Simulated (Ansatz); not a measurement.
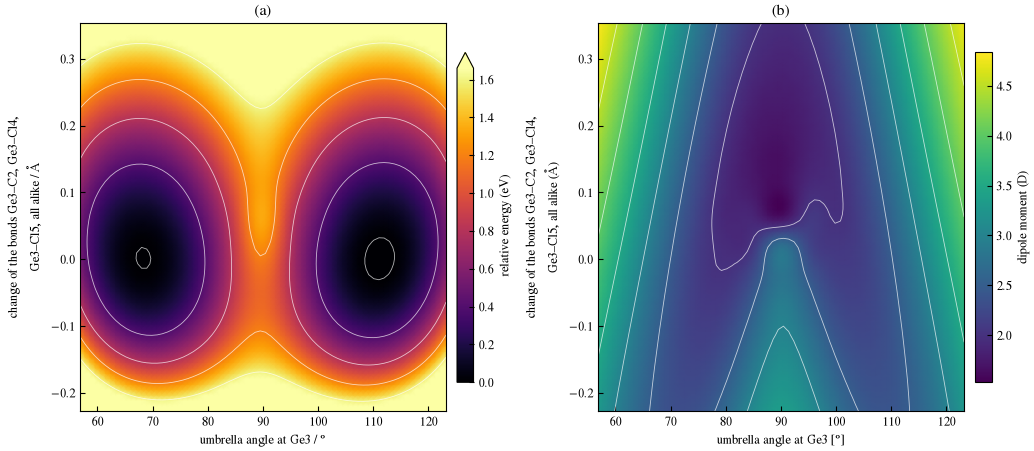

CCl2GeN, SMILES N#[C][Ge]([Cl])[Cl], spin multiplicity 2. First axis: umbrella angle at Ge3 (between each of its bonds and their common axis; 90 is planar). Second axis: change of the bonds Ge3–C2, Ge3–Cl4, Ge3–Cl5, all alike. Nothing is relaxed (all other coordinates rigid). The scan uses a 15 × 15 grid. Points are written as (first, second). All energies are given in eV relative to the lowest grid point. The calculation used UKS PBE0-D4/def2-SVP in Ansatz 0.2.0.

Panel (a) is the energy; panel (b) is the computed dipole moment, in D.

In the figure: a smooth colour map with a few white contour lines, one colour for all values above the top of the scale. Between grid points the surface is interpolated.

How does the dipole moment vary over the map, and what is it at the lowest grid point?

Answer. Leaving out the highest fifth of the energies, it runs from 1.61 D at (90.0°, 0.104 Å) to 4.63 D at (56.8°, 0.270 Å). At the lowest grid point, (109.0°, −0.021 Å), it is 2.38 D.

```tsv
second ↓, first →	56.8	61.6	66.3	71.0	75.8	80.5	85.3	90.0	94.7	99.5	104.2	109.0	113.7	118.4	123.2
0.353	4.84	4.37	3.84	3.29	2.76	2.33	2.04	1.94	2.01	2.26	2.68	3.20	3.74	4.26	4.73
0.311	4.73	4.25	3.72	3.18	2.65	2.23	1.96	1.88	1.95	2.18	2.57	3.08	3.62	4.15	4.62
0.270	4.63	4.14	3.61	3.06	2.54	2.13	1.89	1.82	1.89	2.10	2.48	2.97	3.51	4.04	4.53
0.228	4.53	4.03	3.49	2.94	2.43	2.04	1.81	1.76	1.84	2.03	2.38	2.86	3.39	3.92	4.42
0.187	4.42	3.91	3.37	2.83	2.34	1.97	1.75	1.70	1.82	1.98	2.30	2.76	3.28	3.81	4.32
0.145	4.31	3.79	3.25	2.72	2.25	1.91	1.72	1.65	1.84	1.95	2.23	2.66	3.17	3.70	4.21
0.104	4.20	3.68	3.14	2.62	2.17	1.88	1.75	1.61	1.91	1.96	2.18	2.57	3.06	3.59	4.11
0.062	4.09	3.56	3.02	2.53	2.11	1.89	1.87	1.67	2.06	1.99	2.14	2.50	2.96	3.47	4.00
0.021	3.97	3.44	2.92	2.45	2.08	1.93	2.08	2.73	2.26	2.06	2.13	2.43	2.86	3.36	3.89
−0.021	3.86	3.32	2.82	2.38	2.07	2.02	2.32	2.81	2.46	2.15	2.14	2.38	2.77	3.25	3.77
−0.062	3.74	3.21	2.73	2.33	2.09	2.13	2.51	2.90	2.63	2.27	2.18	2.35	2.70	3.15	3.66
−0.104	3.62	3.11	2.65	2.30	2.13	2.26	2.68	3.01	2.78	2.39	2.23	2.33	2.63	3.05	3.55
−0.145	3.51	3.01	2.58	2.28	2.20	2.40	2.83	3.12	2.91	2.52	2.31	2.33	2.58	2.97	3.45
−0.187	3.40	2.92	2.53	2.29	2.28	2.54	2.98	3.23	3.05	2.66	2.40	2.35	2.54	2.89	3.35
−0.228	3.31	2.84	2.49	2.32	2.38	2.69	3.12	3.35	3.18	2.80	2.49	2.39	2.52	2.82	3.26
```
